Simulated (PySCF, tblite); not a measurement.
# C7H5O+: dynamics, then NMR shifts on frames, part 2 of 2

tblite 0.8.0 and PySCF 2.14.0. Atoms count from 0.

### 5 Shielding tensors: 625 fs, PBE0/pcSseg-1

The job: settings as JSON, then the geometry in Å.

```
{"job": {"kind": "nmr", "xc": "PBE0", "basis": "pcSseg-1", "pop": false}, "charge": 1, "multiplicity": 1}
O      2.872900    -0.568000     0.613600
C      1.768000    -0.407000     0.428400
C      0.418000    -0.312500     0.281800
C     -0.357200     0.301400     1.310700
C     -1.758900     0.297600     1.249300
C     -2.388700    -0.334200     0.185800
C     -1.667300    -0.901200    -0.884900
C     -0.272700    -0.951900    -0.784000
H      0.137200     0.894600     2.106700
H     -2.344300     0.836000     1.941700
H     -3.446200    -0.298500     0.102400
H     -2.181100    -1.389900    -1.715600
H      0.399800    -1.422800    -1.512800
```

Method: GIAO PBE0/pcSseg-1 NMR shielding, non-relativistic, gas phase.

Output:

```text
coarse grid: 11792 points
cycle   1  E = -344.0541031474  dE =  1.829e+00  |g| = 7.063e-01  |ddm| = 3.663e+00
cycle   2  E = -343.5770267880  dE =  4.771e-01  |g| = 1.741e+00  |ddm| = 1.812e+00
cycle   3  E = -344.1645102457  dE = -5.875e-01  |g| = 1.660e-01  |ddm| = 1.164e+00
cycle   4  E = -344.1704826956  dE = -5.972e-03  |g| = 8.694e-02  |ddm| = 2.460e-01
cycle   5  E = -344.1721716002  dE = -1.689e-03  |g| = 1.905e-02  |ddm| = 8.689e-02
cycle   6  E = -344.1722543042  dE = -8.270e-05  |g| = 6.935e-03  |ddm| = 2.127e-02
cycle   7  E = -344.1722669485  dE = -1.264e-05  |g| = 1.993e-03  |ddm| = 8.005e-03
cycle   8  E = -344.1722679629  dE = -1.014e-06  |g| = 5.198e-04  |ddm| = 2.129e-03
final grid: 116528 points
cycle   9  E = -344.2307595777  dE = -9.318e-06  |g| = 1.237e-02  |ddm| = 3.835e-02
cycle  10  E = -344.2306453170  dE =  1.143e-04  |g| = 2.747e-02  |ddm| = 2.519e-02
cycle  11  E = -344.2307897192  dE = -1.444e-04  |g| = 2.221e-03  |ddm| = 1.675e-02
cycle  12  E = -344.2307907687  dE = -1.050e-06  |g| = 5.193e-04  |ddm| = 2.323e-03
cycle  13  E = -344.2307908484  dE = -7.967e-08  |g| = 1.681e-04  |ddm| = 7.855e-04
cycle  14  E = -344.2307908555  dE = -7.163e-09  |g| = 6.004e-05  |ddm| = 2.105e-04
cycle  15  E = -344.2307908564  dE = -8.874e-10  |g| = 1.225e-05  |ddm| = 5.607e-05
converged SCF energy = -344.2307908564

GIAO shielding tensors (ppm)
atom      isotropic    diamagn.    paramagn.     s11        s22        s33       span
  0 O      -62.838     397.882    -460.720   -245.307    -71.651    128.443    373.751
  1 C       15.006     263.720    -248.714    -99.219    -62.543    206.781    306.000
  2 C       99.495     262.775    -163.280     27.885    103.030    167.571    139.687
  3 C       27.227     249.428    -222.201    -85.165    -14.079    180.925    266.090
  4 C       44.453     252.877    -208.425    -65.960     13.694    185.625    251.585
  5 C       24.528     253.546    -229.019    -89.275    -21.864    184.722    273.997
  6 C       43.512     252.656    -209.144    -63.030      9.581    183.984    247.014
  7 C       31.841     249.206    -217.366    -77.739    -11.369    184.630    262.370
  8 H       22.204      28.196      -5.992     18.846     21.557     26.211      7.365
  9 H       23.069      28.793      -5.724     20.066     22.669     26.471      6.405
 10 H       22.631      27.985      -5.354     20.043     21.354     26.497      6.454
 11 H       22.480      27.582      -5.102     19.328     22.611     25.499      6.171
 12 H       22.502      28.974      -6.472     19.047     21.299     27.159      8.112
```

Wall time 17 s (1 thread of Arm Neoverse V1, shared host); peak memory 0.82 GiB.

This run: δ C1 171.9, C5 162.4, C3 159.7, C7 155.1, H8 9.51, H11 9.24 ppm.

### 6 Nuclear shieldings: 800 fs, PBE0/pcSseg-1

The job: settings as JSON, then the geometry in Å.

```
{"job": {"kind": "nmr", "xc": "PBE0", "basis": "pcSseg-1", "pop": false}, "charge": 1, "multiplicity": 1}
O      2.697000    -0.709300     0.544100
C      1.567400    -0.664900     0.467600
C      0.212600    -0.432300     0.356600
C     -0.579500     0.093300     1.368300
C     -1.898900     0.438700     1.099100
C     -2.403700     0.171700    -0.148700
C     -1.588600    -0.430500    -1.149600
C     -0.284300    -0.829300    -0.929700
H     -0.138100     0.326800     2.337500
H     -2.465700     0.928700     1.862300
H     -3.403600     0.552800    -0.463600
H     -1.981700    -0.603500    -2.092200
H      0.311500    -1.243700    -1.743900
```

Method: GIAO PBE0/pcSseg-1 NMR shielding, non-relativistic, gas phase.

Output:

```text
coarse grid: 11792 points
cycle   1  E = -344.0488821779  dE =  1.898e+00  |g| = 7.160e-01  |ddm| = 3.688e+00
cycle   2  E = -343.5667856167  dE =  4.821e-01  |g| = 1.757e+00  |ddm| = 1.814e+00
cycle   3  E = -344.1614735776  dE = -5.947e-01  |g| = 1.698e-01  |ddm| = 1.152e+00
cycle   4  E = -344.1678140191  dE = -6.340e-03  |g| = 8.550e-02  |ddm| = 2.535e-01
cycle   5  E = -344.1694006944  dE = -1.587e-03  |g| = 2.039e-02  |ddm| = 8.791e-02
cycle   6  E = -344.1694996553  dE = -9.896e-05  |g| = 6.872e-03  |ddm| = 2.311e-02
cycle   7  E = -344.1695124666  dE = -1.281e-05  |g| = 1.554e-03  |ddm| = 7.822e-03
cycle   8  E = -344.1695130530  dE = -5.864e-07  |g| = 5.071e-04  |ddm| = 2.028e-03
final grid: 116528 points
cycle   9  E = -344.2286182516  dE = -5.757e-06  |g| = 1.321e-02  |ddm| = 3.904e-02
cycle  10  E = -344.2284863421  dE =  1.319e-04  |g| = 2.950e-02  |ddm| = 2.725e-02
cycle  11  E = -344.2286526542  dE = -1.663e-04  |g| = 2.295e-03  |ddm| = 1.796e-02
cycle  12  E = -344.2286537936  dE = -1.139e-06  |g| = 5.225e-04  |ddm| = 2.528e-03
cycle  13  E = -344.2286538713  dE = -7.770e-08  |g| = 1.742e-04  |ddm| = 7.855e-04
cycle  14  E = -344.2286538790  dE = -7.737e-09  |g| = 6.194e-05  |ddm| = 2.270e-04
cycle  15  E = -344.2286538800  dE = -9.638e-10  |g| = 1.138e-05  |ddm| = 5.814e-05
converged SCF energy = -344.2286538800

GIAO shielding tensors (ppm)
atom      isotropic    diamagn.    paramagn.     s11        s22        s33       span
  0 O      -54.770     397.963    -452.733   -234.064    -82.529    152.282    386.346
  1 C       16.262     263.883    -247.621    -99.720    -65.332    213.838    313.558
  2 C      102.602     263.878    -161.276     41.570     97.049    169.188    127.618
  3 C       37.968     248.310    -210.342    -70.547     -0.673    185.124    255.671
  4 C       46.232     254.132    -207.899    -60.200      9.236    189.661    249.861
  5 C       25.014     253.606    -228.593    -86.377    -16.257    177.675    264.052
  6 C       40.173     252.937    -212.764    -71.424      3.785    188.156    259.580
  7 C       35.419     251.009    -215.590    -93.038     17.385    181.910    274.948
  8 H       22.515      28.789      -6.274     18.953     22.152     26.440      7.486
  9 H       22.977      28.202      -5.225     19.699     23.042     26.191      6.492
 10 H       21.826      26.327      -4.501     18.756     21.747     24.974      6.219
 11 H       23.661      29.907      -6.246     20.363     22.742     27.878      7.515
 12 H       22.077      29.301      -7.224     19.422     20.728     26.081      6.660
```

Wall time 17 s (1 thread of Arm Neoverse V1, shared host); peak memory 0.82 GiB.

In short: δ C1 170.7, C5 161.9, C7 151.5, C3 149.0, H10 9.89, H12 9.64 ppm.

### 7 NMR shieldings: 1000 fs, PBE0/pcSseg-1

The job: settings as JSON, then the geometry in Å.

```
{"job": {"kind": "nmr", "xc": "PBE0", "basis": "pcSseg-1", "pop": false}, "charge": 1, "multiplicity": 1}
O      2.584300    -0.832600     0.885800
C      1.497900    -0.677400     0.635000
C      0.152700    -0.623600     0.383500
C     -0.667100    -0.341700     1.518700
C     -2.015200    -0.141600     1.268200
C     -2.522200    -0.183500    -0.023300
C     -1.718900    -0.479400    -1.102700
C     -0.372100    -0.666900    -0.919800
H     -0.243100    -0.313200     2.480100
H     -2.568300     0.068600     2.134000
H     -3.558500    -0.005000    -0.284400
H     -2.193400    -0.447000    -2.115900
H      0.365700    -0.822300    -1.682400
```

Level: GIAO PBE0/pcSseg-1 NMR shielding, non-relativistic, gas phase.

Output:

```text
coarse grid: 11792 points
cycle   1  E = -344.0549755064  dE =  1.973e+00  |g| = 7.065e-01  |ddm| = 3.714e+00
cycle   2  E = -343.6111385736  dE =  4.438e-01  |g| = 1.697e+00  |ddm| = 1.775e+00
cycle   3  E = -344.1644425767  dE = -5.533e-01  |g| = 1.655e-01  |ddm| = 1.114e+00
cycle   4  E = -344.1704108619  dE = -5.968e-03  |g| = 8.378e-02  |ddm| = 2.407e-01
cycle   5  E = -344.1719470788  dE = -1.536e-03  |g| = 1.852e-02  |ddm| = 8.265e-02
cycle   6  E = -344.1720269458  dE = -7.987e-05  |g| = 6.583e-03  |ddm| = 2.133e-02
cycle   7  E = -344.1720387489  dE = -1.180e-05  |g| = 1.435e-03  |ddm| = 7.362e-03
cycle   8  E = -344.1720392623  dE = -5.134e-07  |g| = 4.391e-04  |ddm| = 1.717e-03
final grid: 116528 points
cycle   9  E = -344.2304260763  dE = -1.110e-05  |g| = 1.254e-02  |ddm| = 4.436e-02
cycle  10  E = -344.2303122515  dE =  1.138e-04  |g| = 2.749e-02  |ddm| = 2.534e-02
cycle  11  E = -344.2304572342  dE = -1.450e-04  |g| = 2.210e-03  |ddm| = 1.655e-02
cycle  12  E = -344.2304582612  dE = -1.027e-06  |g| = 5.190e-04  |ddm| = 2.338e-03
cycle  13  E = -344.2304583371  dE = -7.595e-08  |g| = 1.711e-04  |ddm| = 7.777e-04
cycle  14  E = -344.2304583447  dE = -7.532e-09  |g| = 6.109e-05  |ddm| = 2.191e-04
cycle  15  E = -344.2304583456  dE = -9.261e-10  |g| = 1.162e-05  |ddm| = 5.748e-05
converged SCF energy = -344.2304583456

GIAO shielding tensors (ppm)
atom      isotropic    diamagn.    paramagn.     s11        s22        s33       span
  0 O      -53.130     398.327    -451.457   -231.424    -74.848    146.882    378.306
  1 C       16.605     264.819    -248.214    -98.946    -62.695    211.457    310.403
  2 C      100.125     264.811    -164.686     29.920    102.274    168.182    138.263
  3 C       30.673     249.842    -219.169    -96.408      5.234    183.192    279.600
  4 C       48.224     251.152    -202.928    -57.106      9.354    192.426    249.532
  5 C       29.519     252.836    -223.317    -79.772    -15.481    183.810    263.582
  6 C       46.881     254.223    -207.343    -57.269     12.074    185.836    243.105
  7 C       39.731     248.838    -209.107    -67.421     -1.584    188.197    255.618
  8 H       22.771      30.094      -7.322     19.888     20.747     27.679      7.791
  9 H       23.456      28.130      -4.674     20.057     22.811     27.499      7.442
 10 H       22.288      27.095      -4.807     19.092     21.845     25.926      6.834
 11 H       22.310      27.133      -4.823     18.554     23.361     25.014      6.460
 12 H       22.930      30.229      -7.299     19.406     21.737     27.649      8.244
```

It took 17 s on 1 thread of Arm Neoverse V1, shared host; peak memory 0.82 GiB.

Key values: δ C1 170.3, C5 157.4, C3 156.3, C7 147.2, H10 9.43, H11 9.41 ppm.

### 8 Comparing the runs: NMR shifts

Shifts (ppm) of some atoms, chosen among heavy atoms and hydrogens apart, with basis size and wall time:

```tsv
frame	C5	C7	C3	C2	H10	H11	O0	functions	time
250 fs	168.2	149.5	142.6	77.9	10.17	8.85	390.7	161	25 s
425 fs	160.2	154.5	149.7	82.3	9.96	8.33	386.8	161	17 s
625 fs	162.4	155.1	159.7	87.4	9.09	9.24	398.9	161	17 s
800 fs	161.9	151.5	149.0	84.3	9.89	8.06	390.8	161	17 s
1000 fs	157.4	147.2	156.3	86.8	9.43	9.41	389.2	161	17 s
```

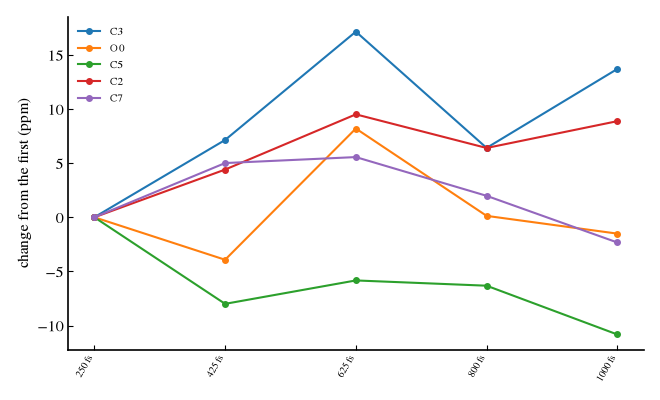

How five of the tabulated atoms move from run to run.

### 9 Results

This closing draws on all 2 parts.

| quantity | value |
| --- | --- |
| thermostat | 200 K |
| mean temperature, second half | 181 K |
| mean potential energy above the minimum | 0.28 eV |
| 13C shifts against TMS (PBE0/pcSseg-1, 250 fs) | 170.0, 168.2, 149.5, 146.3, 143.9, 142.6, 77.9 ppm |
| 1H shifts against TMS (PBE0/pcSseg-1, 250 fs) | 10.17, 9.54, 8.85, 8.65, 8.63 ppm |
| 17O shifts against H2O (PBE0/pcSseg-1, 250 fs) | 390.7 ppm |
| range of the shift of C3 | 142.6 to 159.7 ppm |

In words: In the second half the potential energy averages 0.28 eV above the minimum; equipartition over 33 harmonic modes at 200 K would give 0.28 eV. With 13 atoms the temperature swings widely (105 to 262 K). Shifts at one fixed geometry are not the observed spectrum, which averages over the motion. In the first frame run (250 fs): The widest tensor belongs to O0: span 389 ppm, with a paramagnetic part of -452 ppm. NICS(1)zz of -25 ppm above the planar ring from C2 marks a diatropic (aromatic) ring current. At PBE0/pcSseg-1, counted by nearest atom on the grid, the HOMO lies on C3, C6, C7 about 23 % each; C4 18 %, the LUMO on C1 26 %; C5 18 %. Across the 5 runs the shift of C3 moves most, between 142.6 (250 fs) and 159.7 ppm (625 fs).
